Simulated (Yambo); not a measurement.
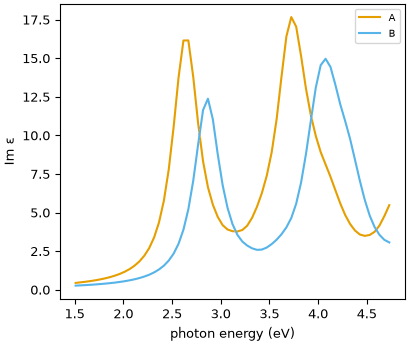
Fig. 1. Two computed absorption spectra of WO₃ (space group P4/mmm, No. 123) under biaxial strain of -2 % along x and y, z relaxed (Yambo, PBEsol bands with the same scissor, field along x)

Axes are Cartesian, with cell vectors (Å) (3.72, 0.00, 0.00), (0.00, 3.72, 0.00), (0.00, 0.00, 3.81).

**Question.** Which curve includes the electron-hole attraction (BSE), and where are its main peaks?

**Answer.** Curve A: the attraction moves weight to lower energy (centre of the plotted range 3.4 eV against 3.6 eV). Its peaks lie at 2.7 eV, 3.7 eV. Settings: 8×8×8 mesh, 6 valence and 3 conduction bands, static screening with 36 bands and a 4 Ry block, scissor 1.01 eV, Tamm-Dancoff. The scissor comes from a G0W0 run whose convergence isn't established. Broadening 0.15 eV. The band window holds all transitions up to 4.7 eV. Fine structure above the onset can come from the mesh.

Spin-orbit coupling is not included.

The structure is a Materials Project entry; no match was found in the copy of COD used, and its stability was not checked.
